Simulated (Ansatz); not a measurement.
# SnS, response to strain

The reference is SnS in the GeS type structure (space group Pnma, No. 62; a = 11.1550 Å, b = 3.9998 Å, c = 4.2614 Å). Axes: x, y, z lie along a, b, c of the conventional cell.

Strains are applied to the cell and any free atomic positions relax; under biaxial strain the out-of-plane vector relaxes too.

Computed with PBE-D3(BJ) (Ansatz, a program for electronic structure), spin-orbit coupling left out.

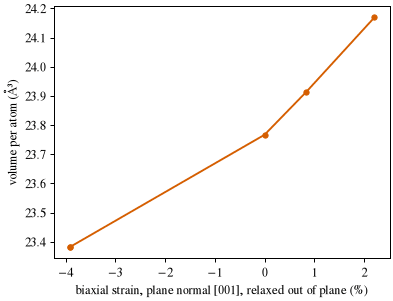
Volume per atom against biaxial strain, plane normal [001], relaxed out of plane

Problem. From the plot, what is the volume per atom for biaxial strain +2.21 %, plane normal [001], relaxed out of plane?

Solution. About 24.17 Å³.

Problem. Is the trend monotonic over the range shown?

Solution. Yes, it rises throughout, spanning 23.38 Å³ to 24.17 Å³.

No phonon test of stability was made.
